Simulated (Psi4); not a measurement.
# SiHF (SMILES F[SiH]) at wB97X/def2-TZVPPD

Aim: the vertical ionisation energy of SiHF at wB97X/def2-TZVPPD, from 2 runs. 

Program for the calculation: Psi4 1.11.

### Step 1. The system as given

SiHF has 3 atoms, charge 0, and is taken as a singlet. SMILES: `F[SiH]`. The coordinates come from a PBE0-D4/def2-TZVP relaxation.

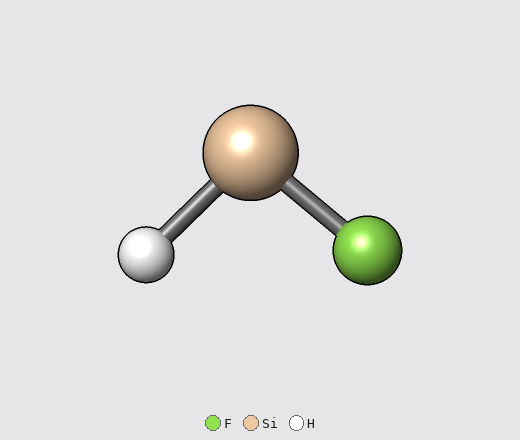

The structure, seen from a chosen angle (fluorine green, silicon light orange, hydrogen white).

### Step 2. Energy and forces at wB97X/def2-TZVPPD

input.inp

```
memory 2.2 GB

molecule {
  F     -1.090200     0.024400    -0.602300
  Si     0.186800     0.629400     0.173800
  H      0.892400    -0.718600     0.415300
  units angstrom
  symmetry c1
  no_reorient
  no_com
}

set globals {
  basis                def2-TZVPPD
  reference            rks
  puream               true
  e_convergence        1e-09
  d_convergence        1e-08
  scf_type             pk
  dft_radial_points    99
  dft_spherical_points 590
}

e, wfn = gradient('wb97x', return_wfn=True)
```

Launch:

```
$ psi4 -i input.inp -o input.out -n 1
```

input.out:

```text
[...]
  Running in c1 symmetry.
[...]
  Nuclear repulsion =   48.194575348987868
[...]
  Multiplicity = 1
[...]
  Nalpha       = 12
  Nbeta        = 12
[...]
    Number of basis functions: 105
[...]
   @RKS iter   1:  -389.90735709777653   -6.08399e-01   4.07740e-03 DIIS/ADIIS
[...]
   @RKS iter  11:  -389.95689598889095   -6.59384e-12   2.78480e-09 DIIS
[...]
    Orbital Energies [Eh]
    ---------------------
    Doubly Occupied:
       1A    -66.172614     2A    -24.741851     3A     -5.425950
       4A     -3.786409     5A     -3.781223     6A     -3.775215
       7A     -1.318396     8A     -0.664655     9A     -0.570068
      10A     -0.563131    11A     -0.516059    12A     -0.342306
[...]
  @RKS Final Energy:  -389.95689598889095
   => Energetics <=
    Nuclear Repulsion Energy =             48.1945753489878683
    One-Electron Energy =                -636.9792265605013881
    Two-Electron Energy =                 222.4503484574342451
    DFT Exchange-Correlation Energy =     -23.6225932348116956
    Empirical Dispersion Energy =           0.0000000000000000
    VV10 Nonlocal Energy =                  0.0000000000000000
    Total Energy =                       -389.9568959888909490
[...]
 Multipole Moments:
 ------------------------------------------------------------------------------------
     Multipole            Electronic (a.u.)      Nuclear  (a.u.)        Total (a.u.)
 ------------------------------------------------------------------------------------
 L = 1.  Multiply by 2.5417464519 to convert [e a0] to [Debye]
 Dipole X            :         12.2429768          -11.9132114            0.3297654
 Dipole Y            :        -15.6701954           15.7085374            0.0383420
 Dipole Z            :          5.0480418           -4.8607535            0.1872882
 Magnitude           :                                                    0.3811721
[...]
  -Total Gradient:
     Atom            X                  Y                   Z
    ------   -----------------  -----------------  -----------------
       1        0.001606658866     0.000758739294     0.000976178994
       2       -0.002854110253     0.001805066862    -0.001383019198
       3        0.001343621179    -0.002569299722     0.000459602378
[...]
```

It took 18 s on 1 thread of Intel Xeon 6975P-C (Granite Rapids), shared host; peak memory 1 GiB.

### Step 3. The doublet cation

fhsi.xyz

```xyz
3
FHSi
F     -1.090200     0.024400    -0.602300
Si     0.186800     0.629400     0.173800
H      0.892400    -0.718600     0.415300
```

fhsi.py

```python
import psi4

psi4.set_memory('2200 MB')
psi4.set_num_threads(1)
psi4.core.set_output_file('output.dat', False)

with open('fhsi.xyz') as f:
    atoms = ''.join(f.readlines()[2:])
m = psi4.geometry('1 2\n' + atoms + 'symmetry c1')

psi4.set_options({
    'basis': 'def2-TZVPPD',
    'reference': 'uks',
    'puream': True,
    'e_convergence': 1e-09,
    'd_convergence': 1e-08,
    'scf_type': 'pk',
    'dft_radial_points': 99,
    'dft_spherical_points': 590,
    'maxiter': 100,
})

energy_value, wavefunction = psi4.gradient('wb97x', molecule=m, return_wfn=True)
psi4.oeprop(wavefunction, 'QUADRUPOLE', 'DIPOLE', 'WIBERG_LOWDIN_INDICES', title='WB97X')
print('gradient / Eh bohr^-1')
print(energy_value.np.round(6))
print(f'energy = {wavefunction.energy():.10f} Eh')
```

Launch:

```
$ python fhsi.py
```

output.dat, cut to the lines that bear on the results:

```text
[...]
  Running in c1 symmetry.
[...]
  Nuclear repulsion =   48.194575348987868
[...]
  Multiplicity = 2
[...]
  Nalpha       = 12
  Nbeta        = 11
[...]
    Number of basis functions: 105
[...]
   @UKS iter   1:  -389.53166435018596   -2.32706e-01   3.94152e-03 DIIS/ADIIS
[...]
   @UKS iter  12:  -389.60221970429660   -4.56453e-11   9.73249e-09 DIIS
[...]
   @S^2 Observed:                7.572351772E-01
[...]
  @UKS Final Energy:  -389.60221970429660
   => Energetics <=
    Nuclear Repulsion Energy =             48.1945753489878683
    One-Electron Energy =                -629.6377086109264383
    Two-Electron Energy =                 215.3174125738766520
    DFT Exchange-Correlation Energy =     -23.4764990162347225
    Empirical Dispersion Energy =           0.0000000000000000
    VV10 Nonlocal Energy =                  0.0000000000000000
    Total Energy =                       -389.6022197042966013
[...]
  -Total Gradient:
     Atom            X                  Y                   Z
    ------   -----------------  -----------------  -----------------
       1       -0.036948423801    -0.027486157937    -0.000000000108
       2        0.045473492430     0.037180832137     0.000000000316
       3       -0.008492372572    -0.009638819028    -0.000000000208
[...]
 Multipole Moments:
 ------------------------------------------------------------------------------------
     Multipole            Electronic (a.u.)      Nuclear  (a.u.)        Total (a.u.)
 ------------------------------------------------------------------------------------
 L = 1.  Multiply by 2.5417464519 to convert [e a0] to [Debye]
 Dipole X            :         -0.4907091            2.1060013            1.6152923
 Dipole Y            :          1.1853520           -0.6919729            0.4933791
 Dipole Z            :          0.0000000            0.0000000            0.0000000
 Magnitude           :                                                    1.6889618
 L = 2.  Multiply by 1.3450342976 to convert [e a0^2] to [Debye ang]
 Quadrupole XX       :        -58.9224135           49.7515905           -9.1708230
 Quadrupole XY       :        -12.8218061           12.6580158           -0.1637903
[...]
```

The script printed:

```text
gradient / Eh bohr^-1
[[-0.036948 -0.027486 -0.      ]
 [ 0.045473  0.037181  0.      ]
 [-0.008492 -0.009639 -0.      ]]
energy = -389.6022197043 Eh
```

It took 23 s on 1 thread of Intel Xeon 6975P-C (Granite Rapids), shared host; peak memory 1 GiB.

### Step 4. Results

Level: wB97X/def2-TZVPPD.

```
                                          quantity          value
                        singlet SiHF: total energy  -389.95690 Eh
                       singlet SiHF: dipole moment         0.97 D
                         singlet SiHF: HOMO energy       -9.31 eV
                         singlet SiHF: LUMO energy       -0.53 eV
                       singlet SiHF: HOMO–LUMO gap        8.79 eV
            singlet SiHF: largest force on an atom     0.188 eV/Å
                      doublet cation: total energy  -389.60222 Eh
doublet cation: HOMO energy (highest over α and β)      -18.41 eV
 doublet cation: LUMO energy (lowest over α and β)      -10.25 eV
                              doublet cation: ⟨S²⟩          0.757
          doublet cation: largest force on an atom     3.020 eV/Å
vertical ionisation energy (to the doublet cation)       9.651 eV
```

The vertical ionisation energy comes to 9.65 eV (223 kcal/mol). −ε(HOMO) before ionisation, 9.31 eV, is 0.34 eV below this ionisation energy.
